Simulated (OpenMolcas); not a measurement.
# Multiconfigurational calculation, with input and output: Ru³⁺ complex

- system: Ru³⁺ with 4 ligands (O; tetrahedron, 2.05 Å), neutralised by 4 outer point charges of +1.2 e, whose field is part of the energies.
- method: state-averaged SS-CASPT2, IPEA shift 0.25, imaginary shift 0.1 hartree, closed shells 4s 4p of the metal and the valence shells of the ligands correlated, active space 5 electrons in the shell 4d, basis ANO-RCC-VDZP on the metal and ANO-RCC-VDZP on the ligands, DKH2 scalar Hamiltonian, spin-orbit coupling by RASSI with atomic mean-field integrals (OpenMolcas)

**Input**
```
&GATEWAY
Coord
5

Ru 0.0 0.0 0.0
O 1.183568 1.183568 1.183568
O 1.183568 -1.183568 -1.183568
O -1.183568 1.183568 -1.183568
O -1.183568 -1.183568 1.183568
Basis=Ru.ANO-RCC-VDZP,O.ANO-RCC-VDZP
Group=NoSym
NoMove
AngMom=0.0 0.0 0.0
AMFI
RICD
XField
4 Angstrom 0
2.684679 2.684679 2.684679 1.250000
2.684679 -2.684679 -2.684679 1.250000
-2.684679 2.684679 -2.684679 1.250000
-2.684679 -2.684679 2.684679 1.250000
&SEWARD
&RASSCF
FileOrb=start.orb
Symmetry=1
Spin=6
nActEl=5 0 0
Inactive=38
Ras2=5
CIRoot=1 1 1
SDav=1
CIMx=300
Iter=150 100
PrWF=0.3
OrbListing=Nothing
MaxOrb=0
LevShft=1.0
>>> COPY $Project.JobIph JOB001
&RASSCF
FileOrb=start.orb
Symmetry=1
Spin=4
nActEl=5 0 0
Inactive=38
Ras2=5
CIRoot=24 24 1
SDav=24
CIMx=300
Iter=150 100
PrWF=0.3
OrbListing=Nothing
MaxOrb=0
LevShft=1.0
>>> COPY $Project.JobIph JOB002
&RASSCF
FileOrb=start.orb
Symmetry=1
Spin=2
nActEl=5 0 0
Inactive=38
Ras2=5
CIRoot=75 75 1
SDav=75
CIMx=300
Iter=150 100
PrWF=0.3
OrbListing=Nothing
MaxOrb=0
LevShft=1.0
>>> COPY $Project.JobIph JOB003
&RASSI
NrOfJobIphs=3 1 24 75
1
1 2 3 4 5 6 7 8 9 10 11 12 13 14 15 16 17 18 19 20 21 22 23 24
1 2 3 4 5 6 7 8 9 10 11 12 13 14 15 16 17 18 19 20 21 22 23 24 25 26 27
28 29 30 31 32 33 34 35 36 37 38 39 40 41 42 43 44 45 46 47 48 49 50 51
52 53 54 55 56 57 58 59 60 61 62 63 64 65 66 67 68 69 70 71 72 73 74 75
IphNames
JOB001
JOB002
JOB003
EJob
SpinOrbit
DIPRint=1.0
SOCoupling=1000.0
Subsets=2
Property=9
'ANGMOM' 1 'ANGMOM' 2 'ANGMOM' 3 'MLTPL  1' 1 'MLTPL  1' 2 'MLTPL  1' 3
'AMFI' 1 'AMFI' 2 'AMFI' 3
SOProperty=3
'ANGMOM' 1 'ANGMOM' 2 'ANGMOM' 3
>>> COPY JOB001 $Project.JobIph
&CASPT2
Multistate=1 1
Frozen=18
IPEA=0.25
Imaginary=0.1
MaxIter=60
WThr=0.0 0.3 0.05
PrWF=0.5
NoMix
>>> COPY JOB002 $Project.JobIph
&CASPT2
Multistate=24 1 2 3 4 5 6 7 8 9 10 11 12 13 14 15 16 17 18 19 20 21 22
23 24
NoMult
Frozen=18
IPEA=0.25
Imaginary=0.1
MaxIter=60
WThr=0.0 0.3 0.05
PrWF=0.5
NoMix
>>> COPY JOB003 $Project.JobIph
&CASPT2
Multistate=75 1 2 3 4 5 6 7 8 9 10 11 12 13 14 15 16 17 18 19 20 21 22
23 24 25 26 27 28 29 30 31 32 33 34 35 36 37 38 39 40 41 42 43 44 45 46
47 48 49 50 51 52 53 54 55 56 57 58 59 60 61 62 63 64 65 66 67 68 69 70
71 72 73 74 75
NoMult
Frozen=18
IPEA=0.25
Imaginary=0.1
MaxIter=60
WThr=0.0 0.3 0.05
PrWF=0.5
NoMix
```

The file start.orb holds starting orbitals from an earlier step. A driver script formed the levels outside the program, from RASSI's spin-orbit matrix and the CASPT2 energies (for multi-state variants, the effective Hamiltonian), averaged over the components of each term or state. The log and the time are those of the CASPT2 step.

Hardware: 1 thread of Arm Neoverse V2, 24 GiB of memory available, shared host.

Command:
```bash
OMP_NUM_THREADS=1 MOLCAS_MEM=2457 MOLCAS_PROJECT=a pymolcas a.inp > a.log  # once for each step of the input, in one work folder
```

**Log (extracts)**
```
--- CASPT2 ---
Orbital specifications:
      -----------------------

      Symmetry species                           1
                                                 a
      Frozen orbitals                           18
      Inactive orbitals                         20
      Active orbitals                            5
      Secondary orbitals                        56
      Deleted orbitals                           0
      Number of basis functions                 99
Type of calculation                        SS-CASPT2
      Fock operator                              state-specific
      IPEA shift                                 0.25
      Real shift                                 0.00
      Imaginary shift                            0.10
      The input orbitals will be transformed to quasi-canonical
Reference energy:       -4828.4364956839
      E2 (Non-variational):      -1.2877192176
      Shift correction:          -0.0018526558
      E2 (Variational):          -1.2895718734
      Total energy:           -4829.7260675573
      Residual norm:              0.0000002462
      Reference weight:           0.69794
      Contributions to the CASPT2 correlation energy
      Active & Virtual Only:         -0.0496160826
      One Inactive Excited:          -0.2249048557
      Two Inactive Excited:          -1.0131982794
::    CASPT2 Root  1     Total energy:  -4829.72606756
--- CASPT2 ---
Orbital specifications:
      -----------------------

      Symmetry species                           1
                                                 a
      Frozen orbitals                           18
      Inactive orbitals                         20
      Active orbitals                            5
      Secondary orbitals                        56
      Deleted orbitals                           0
      Number of basis functions                 99
Type of calculation                        SS-CASPT2
      Fock operator                              state-specific
      IPEA shift                                 0.25
      Real shift                                 0.00
      Imaginary shift                            0.10
      The input orbitals will be transformed to quasi-canonical
Reference energy:       -4828.3584467778
      E2 (Non-variational):      -1.3175878788
      Shift correction:          -0.0020177737
      E2 (Variational):          -1.3196056525
      Total energy:           -4829.6780524303
      Residual norm:              0.0000002280
      Reference weight:           0.69006
      Contributions to the CASPT2 correlation energy
      Active & Virtual Only:         -0.0544659810
      One Inactive Excited:          -0.2371587120
      Two Inactive Excited:          -1.0259631857
Reference energy:       -4828.3584467777
      E2 (Non-variational):      -1.3185664602
      Shift correction:          -0.0020379832
      E2 (Variational):          -1.3206044434
      Total energy:           -4829.6790512211
      Residual norm:              0.0000003060
      Reference weight:           0.68949
      Contributions to the CASPT2 correlation energy
      Active & Virtual Only:         -0.0546897815
      One Inactive Excited:          -0.2375237060
      Two Inactive Excited:          -1.0263529728
::    CASPT2 Root  1     Total energy:  -4829.67805243
::    CASPT2 Root  2     Total energy:  -4829.67905122
::    CASPT2 Root  3     Total energy:  -4829.67757503
::    CASPT2 Root  4     Total energy:  -4829.66692802
::    CASPT2 Root  5     Total energy:  -4829.66692045
::    CASPT2 Root  6     Total energy:  -4829.66703225
::    CASPT2 Root  7     Total energy:  -4829.65282515
::    CASPT2 Root  8     Total energy:  -4829.65453729
::    CASPT2 Root  9     Total energy:  -4829.65440698
::    CASPT2 Root 10     Total energy:  -4829.65164601
::    CASPT2 Root 11     Total energy:  -4829.65188758
::    CASPT2 Root 12     Total energy:  -4829.65177031
::    CASPT2 Root 13     Total energy:  -4829.63803436
::    CASPT2 Root 14     Total energy:  -4829.63799275
::    CASPT2 Root 15     Total energy:  -4829.62197722
::    CASPT2 Root 16     Total energy:  -4829.62091419
::    CASPT2 Root 17     Total energy:  -4829.62134826
::    CASPT2 Root 18     Total energy:  -4829.59939731
::    CASPT2 Root 19     Total energy:  -4829.59867428
::    CASPT2 Root 20     Total energy:  -4829.59964545
::    CASPT2 Root 21     Total energy:  -4829.59828616
::    CASPT2 Root 22     Total energy:  -4829.57645140
::    CASPT2 Root 23     Total energy:  -4829.57782458
::    CASPT2 Root 24     Total energy:  -4829.57791975
--- CASPT2 ---
Orbital specifications:
      -----------------------

      Symmetry species                           1
                                                 a
      Frozen orbitals                           18
      Inactive orbitals                         20
      Active orbitals                            5
      Secondary orbitals                        56
      Deleted orbitals                           0
      Number of basis functions                 99
Type of calculation                        SS-CASPT2
      Fock operator                              state-specific
      IPEA shift                                 0.25
      Real shift                                 0.00
      Imaginary shift                            0.10
      The input orbitals will be transformed to quasi-canonical
Reference energy:       -4828.3347598830
      E2 (Non-variational):      -1.3259015385
      Shift correction:          -0.0019500785
      E2 (Variational):          -1.3278516170
      Total energy:           -4829.6626115001
      Residual norm:              0.0000009762
      Reference weight:           0.69074
      Contributions to the CASPT2 correlation energy
      Active & Virtual Only:         -0.0535911638
      One Inactive Excited:          -0.2432419709
      Two Inactive Excited:          -1.0290684038
Reference energy:       -4828.3347598829
      E2 (Non-variational):      -1.3258663422
      Shift correction:          -0.0019491371
      E2 (Variational):          -1.3278154792
      Total energy:           -4829.6625753621
      Residual norm:              0.0000009701
      Reference weight:           0.69077
      Contributions to the CASPT2 correlation energy
      Active & Virtual Only:         -0.0535836824
      One Inactive Excited:          -0.2432306785
      Two Inactive Excited:          -1.0290519813
::    CASPT2 Root  1     Total energy:  -4829.66261150
::    CASPT2 Root  2     Total energy:  -4829.66257536
::    CASPT2 Root  3     Total energy:  -4829.66221020
::    CASPT2 Root  4     Total energy:  -4829.65134144
::    CASPT2 Root  5     Total energy:  -4829.64499204
::    CASPT2 Root  6     Total energy:  -4829.64531622
::    CASPT2 Root  7     Total energy:  -4829.64485254
::    CASPT2 Root  8     Total energy:  -4829.64199283
::    CASPT2 Root  9     Total energy:  -4829.64218436
::    CASPT2 Root 10     Total energy:  -4829.64178608
::    CASPT2 Root 11     Total energy:  -4829.64083689
::    CASPT2 Root 12     Total energy:  -4829.64071618
::    CASPT2 Root 13     Total energy:  -4829.62387574
::    CASPT2 Root 14     Total energy:  -4829.62296361
::    CASPT2 Root 15     Total energy:  -4829.62281102
::    CASPT2 Root 16     Total energy:  -4829.62297776
::    CASPT2 Root 17     Total energy:  -4829.62476223
::    CASPT2 Root 18     Total energy:  -4829.62450053
::    CASPT2 Root 19     Total energy:  -4829.62467424
::    CASPT2 Root 20     Total energy:  -4829.62379115
::    CASPT2 Root 21     Total energy:  -4829.62395843
::    CASPT2 Root 22     Total energy:  -4829.61424686
::    CASPT2 Root 23     Total energy:  -4829.61400471
::    CASPT2 Root 24     Total energy:  -4829.61381904
::    CASPT2 Root 25     Total energy:  -4829.61105727
::    CASPT2 Root 26     Total energy:  -4829.60395869
::    CASPT2 Root 27     Total energy:  -4829.60356275
::    CASPT2 Root 28     Total energy:  -4829.60446199
::    CASPT2 Root 29     Total energy:  -4829.60150553
::    CASPT2 Root 30     Total energy:  -4829.60155633
```

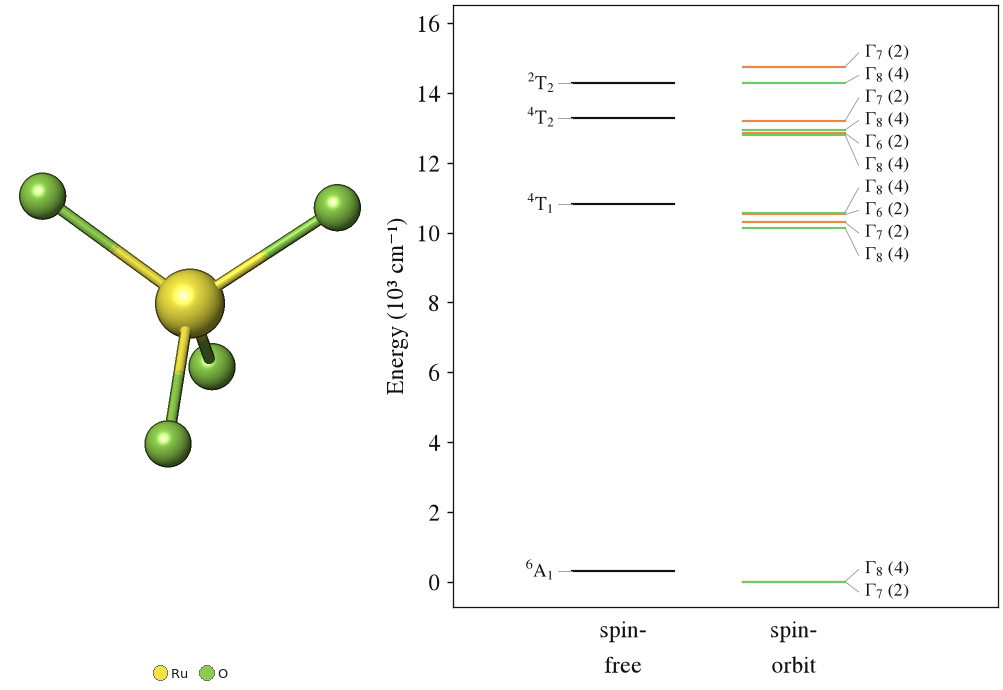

Ru³⁺ (4d⁵) with 4 ligands, O²⁻, at 2.05 Å (arrangement: tetrahedron, Td), neutralised by outer point charges of +1.2 e, and its levels. Labels give the representation in O, Td, D4 or D3 as the site allows (double group for half-integer spin) where it could be assigned and, in brackets, the degeneracy; spin-free states, where drawn, share the zero of the spin-orbit levels. The ground level is Γ₇, a Kramers doublet, 98 % from states of spin multiplicity 6. Its principal g values are 3.32, 3.32 and 3.32, isotropic. The next level lies at 1.1 cm⁻¹ (Γ₈). The lowest spin-free state is ⁶A₁.

**Key numbers**

- outcome: converged; degenerate states are split by up to 324 cm⁻¹
- energy of the lowest spin-free term: −4829.72607 hartree
- energy of the lowest spin-orbit level: −4829.72752 hartree
- CASPT2 correlation energy: −1.2896 hartree
- largest spread among components of a term: 324.0 cm⁻¹
- lowest reference weight: 0.663
- wall time: 3.4 min
- peak memory: 0.38 GiB

**Remarks**

The components of ⁴T1, which symmetry makes degenerate, are split by 324 cm⁻¹ in CASPT2, and those of 17 more by over 50 cm⁻¹. This is an artefact; the levels of such states rest on averages and are uncertain by about as much. To bear in mind: bare point charges leave oxide and sulfide ligands too diffuse, field too small; distances are set from ionic radii, not optimised.
